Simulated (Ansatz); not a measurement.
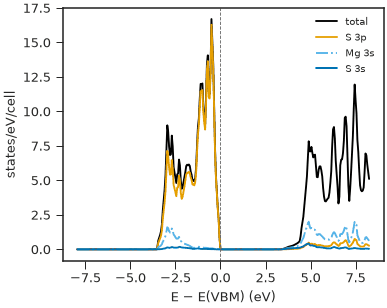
Figure: Total and projected density of states of MgS in space group P4_2/mnm (No. 136; Mg on 4g, S on 4f), PBEsol in the plane-wave PAW code Ansatz

Problem. Which orbitals carry the states next to the gap?

Solution. Top 1 eV of the valence band: S 3p 97 %. Bottom 1 eV of the conduction band: Mg 3s 57 %, S 3s 26 %, S 3p 9 %, outside the projected shells 7 %. Projections are on Löwdin-orthogonalised atomic valence shells; empty p or d shells of many metals are not among them.

Problem. Where is the tallest occupied peak in this window, and what makes it?

Solution. Near -0.5 eV, about 17 states/eV per cell; the largest projected share is S 3p.

The start of the workflow was typed in or built on a structure type; neither database checked (COD, Materials Project) lists it. COD files the formula under space group No. 225. Whether it is the stable phase at ambient conditions was not checked. The PBEsol relaxation kept the symmetry of its start; whether a distortion lowers the energy is not shown.

Potentials: the earlier of the program's two PAW sets. The files were generated under PBE; for other functionals the program regenerates the frozen cores, and for LDA and PBEsol the local potential too.
